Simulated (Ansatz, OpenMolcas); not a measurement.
# How methods differ on [AlH3]− (SMILES [AlH3-])

[AlH3]− has 4 atoms, charge -1, and is taken as a doublet. As SMILES, `[AlH3-]`. Geometry: a GFN2-xTB relaxation, a rough one for these elements and not checked as a minimum.

Each level gives the vertical detachment energy (to the singlet neutral) (eV). The values are calculated.

| level | kind | program | value (eV) | less FCI/3-21G |
| --- | --- | --- | --- | --- |
| UBLYP/3-21G | GGA | Ansatz | 1.27 | +0.25 |
| UM06-2X/3-21G | hybrid meta-GGA | OpenMolcas | 1.48 | +0.46 |
| UCAM-B3LYP/3-21G | range-separated hybrid | Ansatz | 1.50 | +0.48 |
| UHSE06/3-21G | range-separated hybrid | Ansatz | 1.57 | +0.55 |
| RPA@PBE/3-21G | RPA | Ansatz | 1.00 | -0.02 |
| UMP2/3-21G | perturbation theory | Ansatz | 1.12 | +0.10 |
| CASSCF(7,7)/3-21G | multireference | OpenMolcas | 0.82 | -0.20 |
| UCCSDT/3-21G | coupled cluster or CI | Ansatz | 1.02 | 0.00 |
| FCI/3-21G | exact in the basis | OpenMolcas | 1.02 | 0.00 |

FCI/3-21G is exact within its basis and frozen core, so for wave-function methods in that basis the difference is their error; functionals converge differently with the basis, so for them it is only a difference. Sets without diffuse functions describe the anion poorly. The values span 0.82 to 1.57 eV. All rows use very small basis sets, so even the best lies far from the true value.

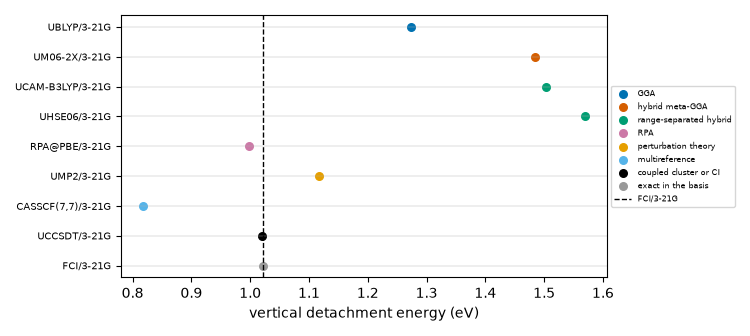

The values of the table, level by level.
